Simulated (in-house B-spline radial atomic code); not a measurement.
**S¹²⁺: RPA and GW calculation**

S¹²⁺, configuration [He] 2s2. Computed at this level: RPA, second-order and SOSEX correlation energies and G0W0 (contour deformation) on a non-relativistic mean field, all electrons, B-spline basis (in-house B-spline radial atomic code).

**The input**
```
Z = 16
electrons = 4.0
configuration = [He] 2s2
hamiltonian = nr
method = hf
lmax = 9
spin_polarised = False
box_radius = 5.84
intervals = 45
ion_configuration = [He] 2s1
```

The run was one of a batch that the task file lists, launched with:
```bash
python <driver script> task.json out
```

The program writes its results to a structured record and prints no log; tables and figures of this report are taken from that record.

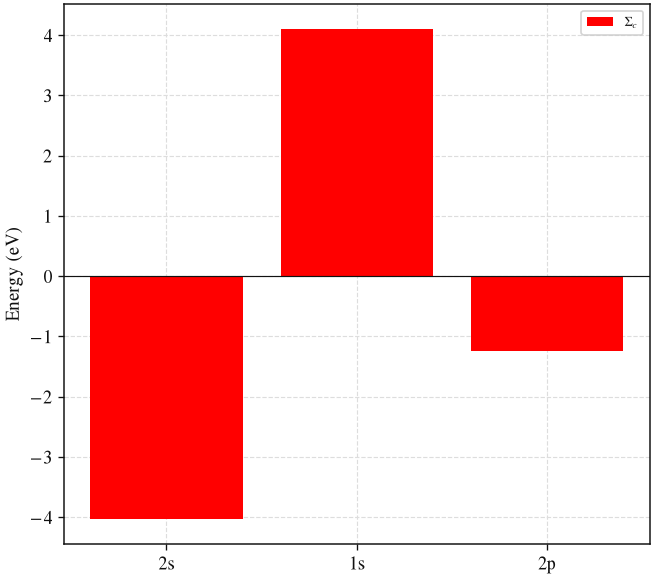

**Figure 1.** The G₀W₀ correction to each level (on Hartree–Fock the correlation self-energy alone) for S¹²⁺ ([He] 2s²). All-electron spherical atom, non-relativistic, Hartree-Fock start, no spin-orbit coupling, Breit or QED terms; computed with a B-spline radial code. The quasi-particle equation is solved at full frequency; levels of low quasi-particle weight Z are left out. Σ columns are in eV, and Σc holds an estimate for the angular momenta beyond the basis. G₀W₀ moves the highest occupied level, 2s, from −644.8 to −648.9 eV (renormalisation factor Z = 0.98). The empty level 2p goes from −562.8 to −564.0 eV.

| Level | Mean field (eV) | Σc (eV) | Z | G₀W₀ (eV) |
| --- | --- | --- | --- | --- |
| 2s | −644.8 | −4.0 | 0.98 | −648.9 |
| 1s | −3058.4 | 4.1 | 0.99 | −3054.3 |
| 2p | −562.8 | −1.3 | 0.99 | −564.0 |

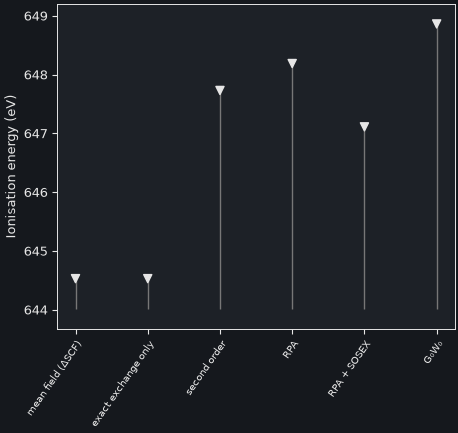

**Figure 2.** The ionisation energy of S¹²⁺ ([He] 2s² → [He] 2s) across levels of theory. Differences of total energies, each species on its own start, beside the G₀W₀ level. The values run from 644.53 eV (mean field (ΔSCF) and exact exchange only) to 648.86 eV (G₀W₀).

```csv
Method,Ionisation energy (eV)
mean field (ΔSCF),644.53
exact exchange only,644.53
second order,647.73
RPA,648.19
RPA + SOSEX,647.11
G₀W₀,648.86
```

**Results in brief**

```
                                                                   quantity                      value
                                                                    outcome                  converged
                                                    mean-field total energy         −295.67863 hartree
                                     total energy with exact exchange alone         −295.67863 hartree
                                                      exact exchange energy          −12.51283 hartree
RPA correlation, extrapolated in the angular momentum of the empty orbitals           −0.28328 hartree
                                                 RPA correlation, as summed           −0.28299 hartree
                                                   direct second-order term           −0.33016 hartree
                                                 second-order exchange term            0.16152 hartree
                                                                 SOSEX term            0.13845 hartree
                                                                   hardware  1 CPU thread, shared host
                                                                  wall time                      1.1 s
```

**Remarks**

To bear in mind: relativity is absent.
